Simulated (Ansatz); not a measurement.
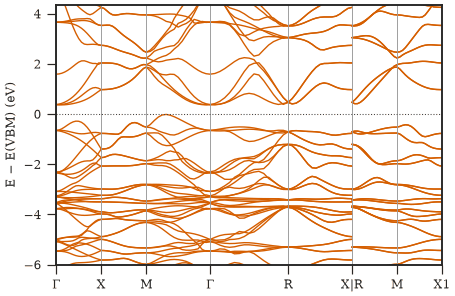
*Band structure from plane-wave PAW r²SCAN (Ansatz code)*

The gap is 0.37 eV; an edge lies off the plotted path or next to a special point (maximum off the standard path, minimum on the Γ–X line, 10 % of the way from Γ).

The material is GeTePt in space group P2_13 (No. 198; Ge on 4a, Te on 4a, Pt on 4a).

The workflow started from a Materials Project entry (that database holds measured and hypothetical structures alike); the Crystallography Open Database copy checked does not list it. Whether it is the stable phase at ambient conditions was not checked. The cell was relaxed with r²SCAN under the symmetry of its start; its stability against distortions is not shown here. No spin polarisation was allowed. Scalar-relativistic: spin–orbit coupling is off unless named, which matters more the heavier the elements.

Potentials: the earlier of the program's two PAW sets.
